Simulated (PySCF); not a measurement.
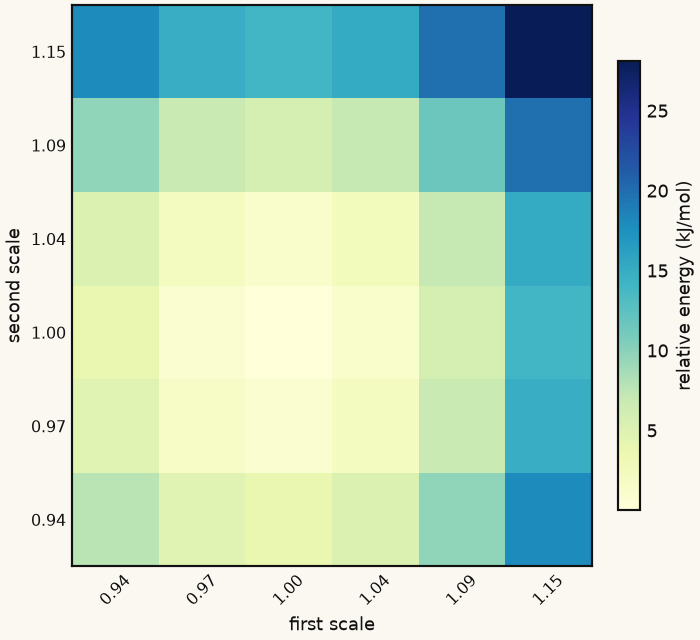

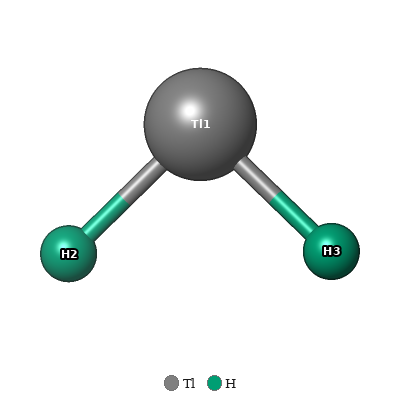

Energy landscape of TlH₂⁻, singlet, rigid, from a minimum of the shape that electron-pair counting expects: bond 1-2 scaled first, bond 1-3 second (atom 1 is the central atom; scales multiply the bond lengths of the minimum). PBE0/def2-TZVPD (ECP) with PySCF, restricted determinant, no spin-orbit coupling; energies count from the minimum, which needn't lie on the grid. The map is drawn from 6 × 6 computed points.

How does the best value of the first coordinate follow the second?

It moves little, from 0.999 to 1.000, as the second goes from 0.94 to 1.15 (from a spline through the points).

Which computed point is the lowest, and which the highest?

Lowest at 1.00 and 1.00 (0 kJ/mol), highest at 1.15 and 1.15 (28 kJ/mol).

Known limits of this run: spin-orbit coupling is left out, and with Tl it can shift these values.
